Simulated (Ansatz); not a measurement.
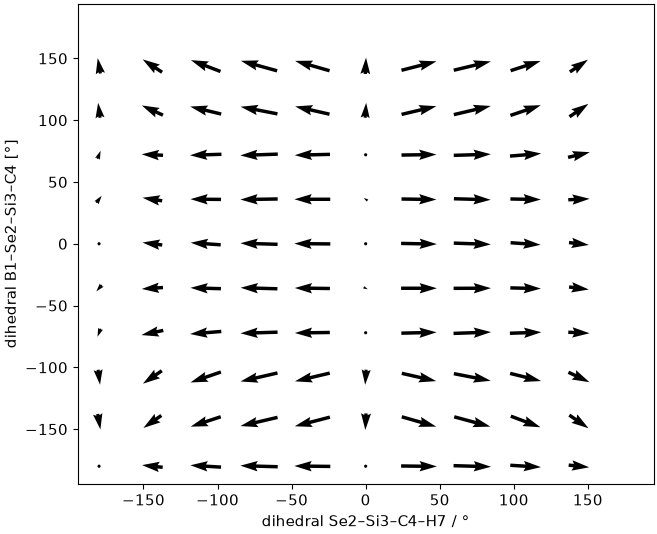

CH3BSeSi, SMILES B[Se][Si]#C. 
- The first coordinate is: dihedral Se2–Si3–C4–H7; the second: dihedral B1–Se2–Si3–C4.
- Nothing is relaxed (all other coordinates rigid).
- The scan uses a 10 × 10 grid; 69 points were computed and 31 follow by symmetry.
- Points are written as (first, second).
- The dihedral twists a double bond; near 90° a spin-restricted reference is unreliable.
- Level of theory: Ansatz 0.2.0, RKS CAM-B3LYP-D4/def2-SVP.

In the figure: arrows along the force (downhill), their lengths compressed.

> The arrows alone are given. Where is the energy lowest?

The arrows converge at (−180°, −180°) (read from the interpolated surface).

The energy map of the same scan:

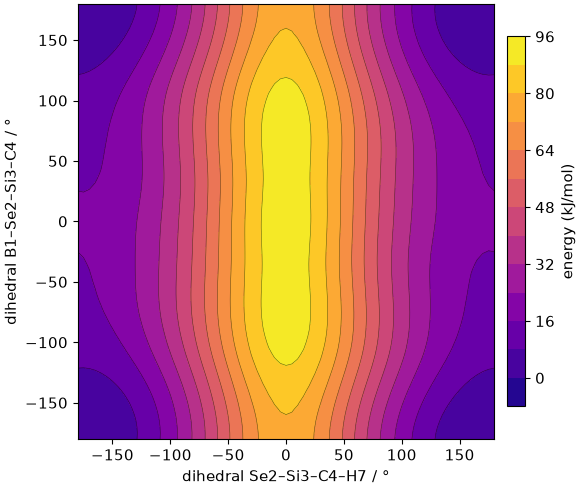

Energies are in kJ/mol, from the relaxed molecule at the same level; between grid points the surface is interpolated.
